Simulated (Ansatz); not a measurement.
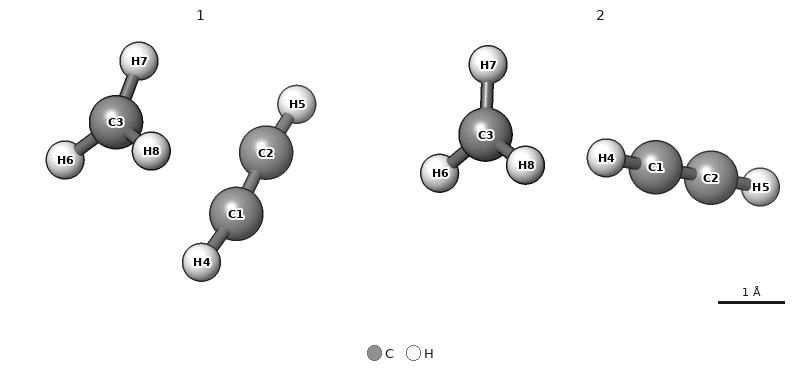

Two geometries of C3H5 (multiplicity 2) (started from a transition state, displaced along its imaginary mode), drawn at one scale. One is the start of a relaxation, the other its converged end. Style: ball-and-stick. Shown from a free direction.

These are results of UKS PBE0-D4/def2-TZVP (Ansatz 0.2.0), not measurements. Settings: force threshold 0.005 eV/Å; at most 200 steps.

Which geometry has the lower energy?

Structure 2 is the relaxed one. The atom that moves furthest after the best rigid fit is H5 (1.78 Å). Largest moves by element: H 1.78 Å, C 1.02 Å. Among the contacts that change: C1–H4 1.117 → 1.068 Å, C3–H6 1.104 → 1.081 Å, C3–H7 1.093 → 1.081 Å, C1–C2 1.191 → 1.198 Å. Bond angles that change, for instance: C2–C1–H4 169.5° → 180.0°, C1–C2–H5 172.2° → 180.0°. After 54 accepted moves (73 points after the start) the energy has fallen by 23.4 kJ/mol. The largest force component goes from 1.9 to 0.0024 eV/Å. The line search rejected the trial steps at points 7, 12, 13, 17, 20, 21, 28, 29 and more of the run. The forces were under the threshold at step 11, but the run went on from there. The run took 120 s on 2 threads of Arm Neoverse V2, with other jobs on the host.

Limits of the set-up: the start holds two separate molecules, 2.6 Å apart at their closest, whose relative position is a soft coordinate.
